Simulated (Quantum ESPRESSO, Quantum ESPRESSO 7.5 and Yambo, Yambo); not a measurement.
## InP (F-43m): Bethe-Salpeter spectra with Yambo

How far does the k mesh set the exciton binding of InP (F-43m)?

Calculated with Quantum ESPRESSO 7.5 and Yambo 5.3.0; PBE and many-body steps on it, plane waves.

### 1. Set-up

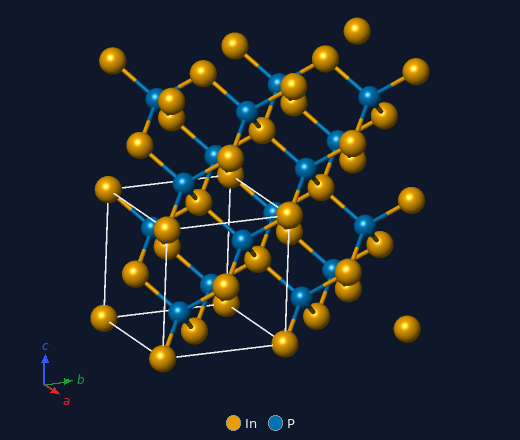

The cell as given, slightly off an axis (indium orange, phosphorus blue). 1×2×2 cells are drawn. This picture shows the conventional cell, with its axes. Bonds to atoms that aren't drawn are left out. Some periodic images of atoms are drawn too.

The cell and positions come from the Crystallography Open Database and are kept as given unless a step says otherwise.

### 2. Empty states on the mesh, 4×4×4 mesh, 127 bands

This step: Quantum ESPRESSO 7.5; DFT, PBE, plane waves, norm-conserving pseudopotentials.

The sums over transitions need many empty states on a uniform mesh; this step solves for them.

File pw.in:

```
&control
  calculation = 'nscf'
  prefix = 'x'
  outdir = 'o'
  pseudo_dir = 'pseudo'
/
&system
  ibrav = 0
  nat = 2
  ntyp = 2
  ecutwfc = 80.0
  nbnd = 127
  force_symmorphic = .true.
/
&electrons
  conv_thr = 1e-9
  electron_maxstep = 80
  diago_full_acc = .true.
  diago_thr_init = 5e-6
/
ATOMIC_SPECIES
  In 114.82 In.upf
  P 30.974 P.upf
CELL_PARAMETERS angstrom
  -0.0000000000 2.9343500000 2.9343500000
  2.9343500000 -0.0000000000 2.9343500000
  2.9343500000 2.9343500000 -0.0000000000
ATOMIC_POSITIONS crystal
  In 0.0000000000 0.0000000000 0.0000000000
  P 0.2500000000 0.2500000000 0.2500000000
K_POINTS automatic
  4 4 4 0 0 0
```

The run is started by

```console
$ OMP_NUM_THREADS=1 mpirun -n 4 pw.x -nk 4 -in pw.in > pw.out
```

The program printed:

```text
Program PWSCF v.7.5 starts

     This program is part of the open-source Quantum ESPRESSO suite
     for quantum simulation of materials; please cite
         "P. Giannozzi et al., J. Phys.:Condens. Matter 21 395502 (2009);
         "P. Giannozzi et al., J. Phys.:Condens. Matter 29 465901 (2017);
         "P. Giannozzi et al., J. Chem. Phys. 152 154105 (2020);
     in publications or presentations arising from this work. More details at

     Atomic positions and unit cell read from directory:
     o/x.save/

     Message from routine setup:
[...]
64.4159  66.7542  66.7542  66.8024  67.0517  67.0517  68.1622  68.8442
     [... 4 further rows ...]
    91.8718  91.8718  92.4602  92.4602  94.3707  94.5737  94.5737  94.8385
    95.3697  95.3697  96.8620  96.8620  97.7591  98.2623  98.9412

          k = 0.3536 0.0000 0.0000 (  4088 PWs)   bands (ev):

     [... further k-points ...]

     highest occupied, lowest unoccupied level (ev):     8.2604    8.9469

     XML data file, pseudopotentials, collected wavefunctions

=------------------------------------------------------------------------------=
   JOB DONE.
=------------------------------------------------------------------------------=
```

It took 9.5 s on 4 MPI ranks of Arm Neoverse V1, shared host; peak memory 0.38 GiB; 38 s of CPU time.

This step gave:

* gap: 0.6864 eV
* k of the valence top: 0, 0, 0
* k of the conduction bottom: 0, 0, 0
* least direct gap: 0.6864 eV
* k points computed: 8
* lowest point of the top converged band, above the valence top: 89.0312 eV

On this mesh the gap is 0.686 eV.

The density comes from a self-consistent run that is not shown.

### 3. Conversion and set-up

This step: Yambo 5.3.0; conversion and set-up on PBE, plane waves, norm-conserving pseudopotentials.

The states are converted to the many-body program's format and the q mesh is built.

The run is started by

```console
$ (cd o/x.save; p2y > p2y.log; mv SAVE ../..); yambo > setup.log
```

The program printed:

```text
 Yambo, version 5.3.0

 [02] CORE Variables Setup
 =========================

  [02.01] Unit cells
  ==================

  Cell kind             :  FCC
  Atoms in the cell     :  In  P
  number of In atoms    :  1
  number of P  atoms    :  1

  List of atomic masses
  Mass of In    :  114.8200
  Mass of P     :  30.97400

  List of atomic coordinates    : [cc]
  In1       :  0.000000  0.000000  0.000000  order 1
  P1       :  2.772559  2.772559  2.772559  order 2

  Alat factors          :  5.545118  5.545118  5.545118 [a.u.]
  Direct lattice volume :  341.0062 [a.u.]
[...]
==========================================

 IBZ Q-points                                      :   8
 BZ  Q-points                                      :   64

 K/Q-points units:
 rlu = crystal or reduced units; cc = cartesian coordinates; iku = interal k-units

 Q [1]          [rlu]:  0.000000  0.000000  0.000000
 Q [2]          [rlu]:  0.92257E-17  0.92257E-17  0.25000
 Q [3]          [rlu]: -0.18451E-16 -0.18451E-16 -0.50000
[...]
Q [7]          [rlu]:  0.40653E-17 -0.50000     -0.50000
 Q [8]          [rlu]:  0.250000 -0.500000 -0.250000

  [03.01] X indexes
  =================

   [03.01.01] Sigma indexes
   ========================

 [06] Game Over & Game summary
```

The job ended after 2.8 s (1 MPI rank; peak memory 0.25 GiB).

### 4. Screening and self-energy, 4×4×4 mesh, 127 bands, screening to 163.3 eV

Now the one-shot GW correction: screening in the RPA, then the self-energy of the levels asked for.

This step: G0W0 on PBE, plane waves, norm-conserving pseudopotentials.

File gw1.in:

```
HF_and_locXC
gw0
dyson
ppa
em1d
rim_cut
RandQpts= 1000000
RandGvec= 1 RL
EXXRLvcs= 80 Ry
VXCRLvcs= 320 Ry
Chimod= "HARTREE"
% BndsRnXp
 1 | 127 |
%
NGsBlkXp= 12 Ry
% LongDrXp
 1 | 1 | 1 |
%
% GbndRnge
 1 | 127 |
%
DysSolver= "n"
ExtendOut
PPAPntXp= 27.21138 eV
% QPkrange
 1 | 1 | 12 | 15 |
%
```

The run is started by

```console
$ OMP_NUM_THREADS=1 mpirun -n 4 yambo -F gw1.in -J gw1 -C gw1 > gw1.log
```

The program printed:

```text
 Yambo, version 5.3.0

 [02] CORE Variables Setup
 =========================

  [... cell, symmetries and grids as in the set-up ...]

  [02.05] Energies & Occupations
  ==============================

  [X] === General ===
  [X] Electronic Temperature                        :  0.000000  0.000000 [eV K]
  [X] Bosonic    Temperature                        :  0.000000  0.000000 [eV K]
  [X] Finite Temperature mode                       : no
  [X] El. density                                   :  0.51453E+24 [cm-3]
[...]
Sx RL components                                 :   4279

   QP @ state[ 1 ] K range                          :  1  1
   QP @ state[ 1 ] b range                          :  12  15
   GF energies kind                                 : Perdew, Burke & Ernzerhof(X)+Perdew, Burke & Ernzerhof(C)
   GF WF`s kind                                     : Perdew, Burke & Ernzerhof(X)+Perdew, Burke & Ernzerhof(C)
   Xs energies kind                                 : Perdew, Burke & Ernzerhof(X)+Perdew, Burke & Ernzerhof(C)
   Xs WF`s kind                                     : Perdew, Burke & Ernzerhof(X)+Perdew, Burke & Ernzerhof(C)

 [11] Game Over & Game summary
```

Wall time 1.7 min (4 MPI ranks); peak memory 1.6 GiB; 6.7 min of CPU time.

Numbers from this step:

```
G0W0 gap on the points computed              : 1.374 eV
starting gap on the mesh                     : 0.6864 eV
k of the valence top                         : 0, 0, 0
k of the conduction bottom                   : 0, 0, 0
least direct G0W0 gap on the computed points : 1.374 eV
```

The gap on the mesh goes from 0.69 eV to 1.37 eV, a correction of +0.69 eV.

The gap opens by 0.687 eV; the next steps shift the empty bands rigidly by 0.687 eV. The exciton steps add spin-orbit coupling, which this shift does not hold.

### 5. Empty states on the mesh, 4×4×4 mesh, 48 bands

This step: Quantum ESPRESSO 7.5; DFT, PBE with spin-orbit coupling, plane waves, norm-conserving pseudopotentials.

Edit pw.in of step 2 so:

```diff
@@ -11,4 +11,6 @@
   ecutwfc = 80.0
-  nbnd = 127
+  nbnd = 48
   force_symmorphic = .true.
+  noncolin = .true.
+  lspinorb = .true.
 /
```

The run is started by

```console
$ OMP_NUM_THREADS=1 mpirun -n 4 pw.x -nk 4 -in pw.in > pw.out
```

The program printed:

```text
[banner, memory and clock lines left out]
Program PWSCF v.7.5 starts

     Atomic positions and unit cell read from directory:
     o/x.save/

     Message from routine setup:
     using ibrav=0 with symmetry is DISCOURAGED, use correct ibrav instead

     G-vector sticks info

     bravais-lattice index     =            0
     lattice parameter (alat)  =       7.8420  a.u.
     unit-cell volume          =     341.0062 (a.u.)^3
     number of atoms/cell      =            2
     number of atomic types    =            2
     number of electrons       =        26.00
[...]
k = 0.1768 0.1768-0.1768 (  4122 PWs)   bands (ev):

  -106.6719-106.6719 -69.7791 -69.7791 -63.1344 -63.1344 -63.1343 -63.1343
[...]
k =-0.3536-0.3536 0.3536 (  4140 PWs)   bands (ev):

  -106.6719-106.6719 -69.7791 -69.7791 -63.1345 -63.1345 -63.1343 -63.1343
[...]
15.3729  15.3729  17.7446  17.7446  18.8434  18.8434  18.9277  18.9277
    20.5597  20.5597  20.9103  20.9103  20.9910  20.9910  26.4352  26.4352

          k = 0.3536 0.0000 0.0000 (  4088 PWs)   bands (ev):

     [... further k-points ...]

     highest occupied, lowest unoccupied level (ev):     8.2946    8.9539

     XML data file, pseudopotentials, collected wavefunctions
```

It took 6.6 s on 4 MPI ranks; peak memory 0.38 GiB; 26 s of CPU time.

Numbers from this step:

```
gap                                                           : 0.6593 eV
k of the valence top                                          : 0, 0, 0
k of the conduction bottom                                    : 0, 0, 0
least direct gap                                              : 0.6593 eV
k points computed                                             : 8
lowest point of the top converged band, above the valence top : 13.88 eV
```

On this mesh the gap is 0.659 eV.

The density comes from a self-consistent run that is not shown, made with spin-orbit coupling and fully relativistic files.

### 6. Conversion and set-up

This step: Yambo 5.3.0; conversion and set-up on PBE with spin-orbit coupling, plane waves, norm-conserving pseudopotentials.

The run is started by

```console
$ (cd o/x.save; p2y > p2y.log; mv SAVE ../..); yambo > setup.log
```

The program printed:

```text
 Yambo, version 5.3.0

 [02] CORE Variables Setup
 =========================

  [02.01] Unit cells
  ==================

  Cell kind             :  FCC
  Atoms in the cell     :  In  P
  number of In atoms    :  1
  number of P  atoms    :  1

  List of atomic masses
  Mass of In    :  114.8200
  Mass of P     :  30.97400

  List of atomic coordinates    : [cc]
  In1       :  0.000000  0.000000  0.000000  order 1
  P1       :  2.772559  2.772559  2.772559  order 2

  Alat factors          :  5.545118  5.545118  5.545118 [a.u.]
  Direct lattice volume :  341.0062 [a.u.]
[...]
==========================================

 IBZ Q-points                                      :   8
 BZ  Q-points                                      :   64

 K/Q-points units:
 rlu = crystal or reduced units; cc = cartesian coordinates; iku = interal k-units

 Q [1]          [rlu]:  0.000000  0.000000  0.000000
 Q [2]          [rlu]:  0.92257E-17  0.92257E-17  0.25000
 Q [3]          [rlu]: -0.18451E-16 -0.18451E-16 -0.50000
[...]
Q [7]          [rlu]:  0.40653E-17 -0.50000     -0.50000
 Q [8]          [rlu]:  0.250000 -0.500000 -0.250000

  [03.01] X indexes
  =================

   [03.01.01] Sigma indexes
   ========================

 [06] Game Over & Game summary
```

It took 3.4 s on 1 MPI rank; peak memory 0.25 GiB.

(Part 1 of 3 ends here.)

[Paths, hosts, dates, memory and timing lines, banners, echoed tables and standing remarks are left out of the program output.]

[Logs are printed without paths, hosts, clocks, repeated set-up lines and the standing remarks that a program may print on its own settings, such as how far it seeks lower states.]

[Runs of the session that timed out or met a known fault of the program may be left out.]

[Hosts, paths, dates, database ids (printed as entryN), source tags and the programs' standing remarks are cut or masked in the printed files.]
